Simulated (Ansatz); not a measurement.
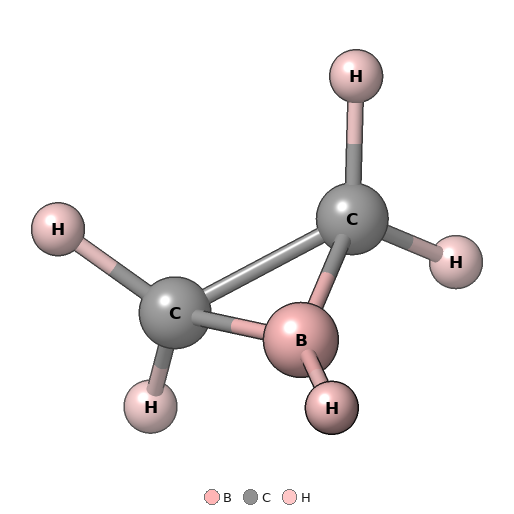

Source: calculation with Ansatz.

Orthographic view. Atoms fade into the background with distance from the viewer. Geometry: a frame of the PBE0-D4/def2-SVP trajectory.

**Give the standard InChI.**

InChI=1S/C2H5B/c1-2-3-1/h3H,1-2H2
